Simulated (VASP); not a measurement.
System: Mo₂S.

Input

```
  ALGO = Fast
  EDIFF = 1E-7
  ENCUT = 520
  GGA = PE
  ISIF = 2
  ISMEAR = 0
  LASPH = T
  LCHARG = T
  LELF = T
  LREAL = F
  LVHAR = T
  LWAVE = F
  NBANDS = 24
  NELM = 100
  PREC = Accurate
  SIGMA = 0.1
```

Command:

```sh
cat potpaw_PBE.64/Mo_sv/POTCAR potpaw_PBE.64/S/POTCAR > POTCAR
mpirun -np 1 vasp_std > vasp.out
```

Below, planes, directions and counts refer to the conventional cell (a = 4.25 Å, b = 4.25 Å, c = 3.07 Å, α = 90.00°, β = 90.00°, γ = 120.00°).

Space group P6/mmm; a generated structure, not necessarily the stable one.

All numbers below come from Kohn-Sham DFT of a periodic cell, PBE, VASP PAW PBE potentials, recommended (VASP).

### Predict the valence pseudo-density and electron localisation function between the atoms.

Mo–Mo (2.46 Å): ρ at the midpoint is about 0.68 e/Å³; the ELF is about 0.45 at the midpoint.
Mo–S (2.90 Å): ρ at the midpoint is about 0.23 e/Å³; the ELF peaks at about 0.85 in the valence shell of S, 0.8 Å from its nucleus, and drops to about 0.10 between the two atoms.

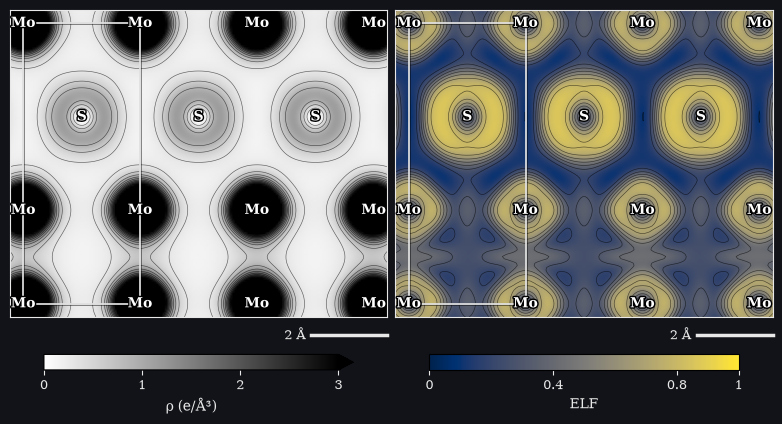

Computed valence pseudo-density and electron localisation function on the (110) plane of the conventional cell, in this order. 
